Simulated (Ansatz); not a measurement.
C2H8B (SMILES C[BH2-]C) (charge −1)

The calculation's input:

```
basis:
  gaussian: {orbitals: def2-TZVPD}
crystal:
  periodic: [false, false, false]
  atoms:
    - {symbol: C, position_ang: [-2.324379, 0.124007, 0.029803]}
    - {symbol: C, position_ang: [-0.223713, 1.837684, -0.189718]}
    - {symbol: B, position_ang: [-1.609889, 1.484007, 0.634154]}
    - {symbol: H, position_ang: [-2.588121, 0.234813, -1.042493]}
    - {symbol: H, position_ang: [-1.657333, -0.760427, 0.096742]}
    - {symbol: H, position_ang: [-3.259321, -0.145102, 0.558581]}
    - {symbol: H, position_ang: [-1.344616, 1.314667, 1.850729]}
    - {symbol: H, position_ang: [-2.407708, 2.451216, 0.549954]}
    - {symbol: H, position_ang: [0.284758, 2.745749, 0.188459]}
    - {symbol: H, position_ang: [0.516515, 1.012918, -0.130719]}
    - {symbol: H, position_ang: [-0.414378, 2.008476, -1.269594]}
total_charge: -1
magnetization: {spin_polarized: false}
hamiltonian: {xc: pbe0}
output: {forces: true, orbitals: {seedname: orbitals}}
```

Launched as:

```sh
ansatz run input.yaml --threads 2 --pin off --max-ram 4350MiB --events-out events.jsonl --progress --plain --runs-dir runs
```

Geometry: B3LYP-D3(BJ)/def2-SVPD.

Computed with Ansatz 0.2.0, isolated molecule in a Gaussian basis; Kohn-Sham density functional theory, functional PBE0.

What will maps of the electron density and electron localisation function show?

C–B (1.65 Å): ρ at the midpoint is about 1.2 e/Å³; the ELF peaks at about 0.95 between the atoms; a covalent bond.
C–H (1.11 Å): the density is about 1.8 e/Å³ at the midpoint; the ELF climbs to about 1 towards the hydrogen, as it does in any bond to H (a covalent bond by its length).

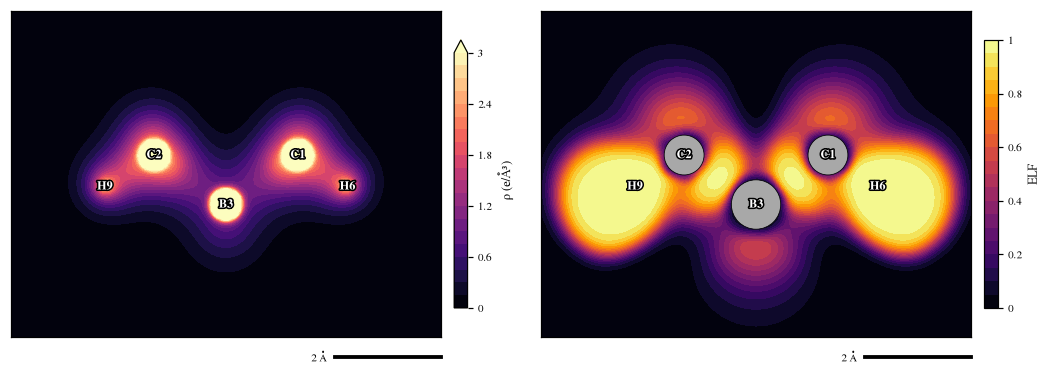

Computed electron density and electron localisation function on the plane of atoms C1, B3 and C2, in this order. Grey discs cover the atomic cores in the ELF map. 
